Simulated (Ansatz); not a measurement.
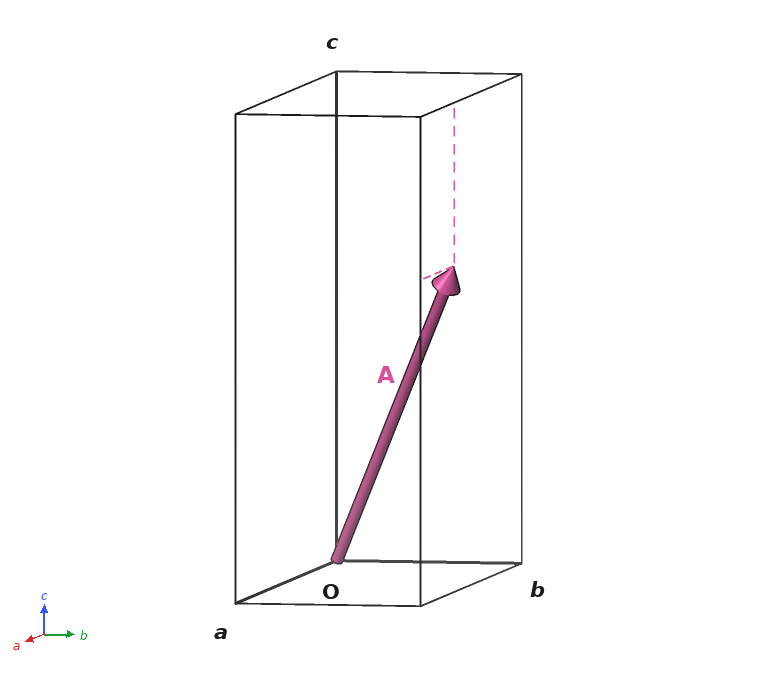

The arrow starts at a corner of the unit cell and ends on its surface; where a tip isn't a corner, dashed lines run from it parallel to the axes. Crystal: NaOs2, coordinates from a relaxation with Ansatz, DFT PBE, scalar-relativistic, plane waves, PAW; the starting structure was generated, so it need not be a known form of this composition. Symmetry computed with spglib at a tolerance of 0.002 Å; standard conventional cell.

a = 2.761 Å, b = 2.761 Å, c = 7.582 Å, α = 90.00°, β = 90.00°, γ = 120.00°.

Index the direction.

Arrow A runs from (0, 0, 0) to (2/3, 1, 2/3), so [2 3 2], in four indices [1 4 −5 6].

How long is the vector ua + vb + wc?

16.832 Å.
